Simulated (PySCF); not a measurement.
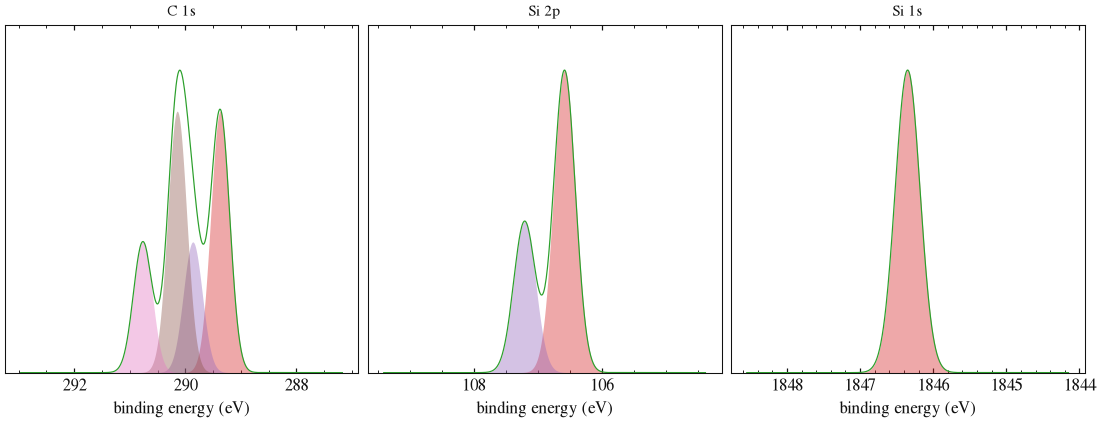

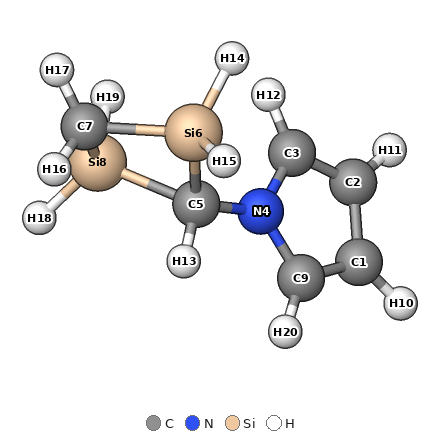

Simulated XPS of C₆H₁₁NSi₂, SMILES c1ccn(C2[SiH2]C[SiH2]2)c1. Vertical core-electron binding energies by ΔSCF (SCAN, pcX-2 on the ionised atom, pcseg-1 elsewhere, spin-free X2C; PySCF 2.14.0, at a PBE0-D3(BJ)/def2-SVP geometry (no frequency check)), gas phase, against the vacuum level. One atom of each kind was ionised; within a panel, areas follow the number of like atoms and 2j + 1 (2p levels are split by first-order spin-orbit coupling, an approximation), each panel is scaled alone, Gaussians of 0.4 eV full width. Only the regions named are shown. Lines closer than the width merge in the curve. The order of lines from different atoms under 0.3 eV apart is within the error of the method.

### Assign the components.

```tsv
level	atoms	binding energy (eV)
C 1s	C5	290.8
C 1s	C3, C9	290.1
C 1s	C7	289.9
C 1s	C1, C2	289.4
Si 2p1/2	Si6, Si8	107.2
Si 2p3/2	Si6, Si8	106.6
Si 1s	Si6, Si8	1846.3
```

### How large is the chemical shift across the C 1s region?

1.4 eV, from C1, C2 at 289.4 eV to C5 at 290.8 eV.

Caveats: one conformer of a flexible molecule.
